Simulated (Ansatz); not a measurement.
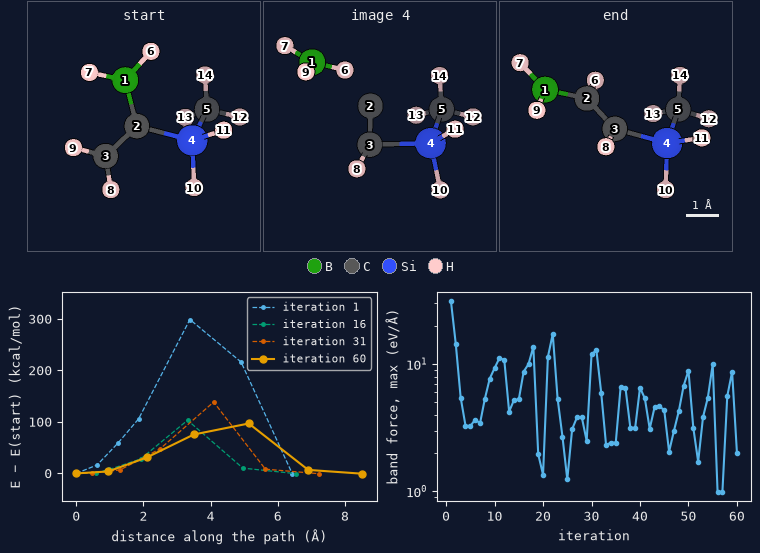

NEB run on C3H9BSi. Images are numbered from 0 (start) to 6 (end). The plot follows the band through its iterations. The picture is a ball-and-stick view, seen at a tilt.

Computed with Ansatz 0.2.0, RKS PBE/cc-pVDZ. Settings: 5 movable images; climbing image from the first iteration; force threshold 0.05 eV/Å; iteration limit 60; optimiser L-BFGS; starting path through a guess of the saddle point.

### Did the band converge, and can the barrier be trusted?

The result isn't final. The band hadn't converged when the run stopped after 60 iterations. The largest component of the band force went from 31 to 2 eV/Å. The barrier read from it is provisional, though the highest image hardly moved in the last two iterations. The first iteration put the highest image at 299.0 kcal/mol. Forward barrier 97.0 kcal/mol, backward barrier 97.6 kcal/mol, with image 4 at the top; the reaction energy is −0.6 kcal/mol.

The run took 20 min on 2 threads of Arm Neoverse N1 (shared host), peak memory 0.17 GiB.
